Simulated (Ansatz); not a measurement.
Input file:

```
crystal:
  periodic: [false, false, false]
  atoms:
    - {symbol: C, position_ang: [-0.383225, -0.010140, -0.732548]}
    - {symbol: S, position_ang: [0.604390, -1.507940, -0.153952]}
    - {symbol: Ga, position_ang: [0.393566, 0.306628, 1.006796]}
    - {symbol: H, position_ang: [-1.444860, -0.214627, -0.832010]}
    - {symbol: H, position_ang: [0.037106, 0.459486, -1.616600]}
    - {symbol: H, position_ang: [0.793023, 0.966593, 2.328315]}
basis:
  gaussian: {orbitals: def2-TZVPP}
hamiltonian: {xc: pbe0, dispersion: d4}
output: {orbitals: {seedname: orbitals}}
```

Launched as:

```sh
ansatz run in.yaml --threads 2 --pin off --events-out ev --progress --plain --max-ram 4352MiB
```

Geometry: PBE0-D4/def2-TZVP.

The calculation used Ansatz, RKS PBE0-D4/def2-TZVPP.

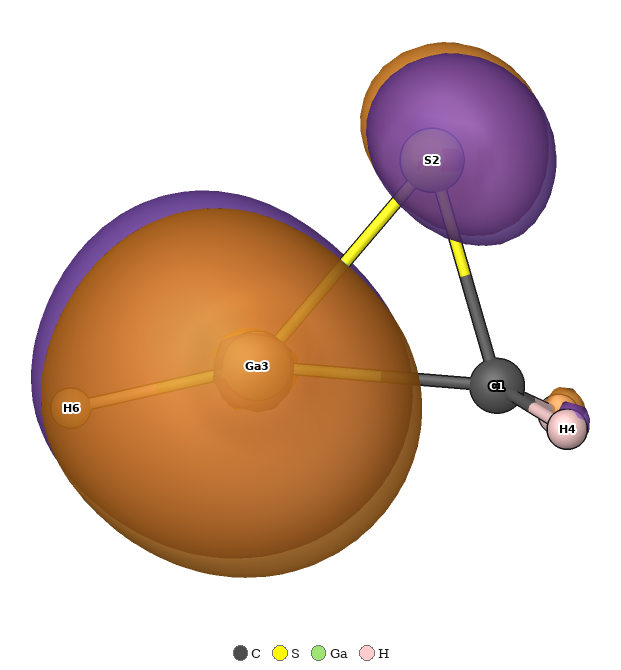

CH3GaS (SMILES [CH2]1[S][GaH]1). The LUMO at ±0.1 Å⁻³ᐟ² (orange and purple are the two phases), seen across its widest extent.

**What is the character of this orbital?**

It lies mainly on Ga3 (about 75 %), S2 (about 15 %) and H6 (about 5 %). Its energy is −1.45 eV.
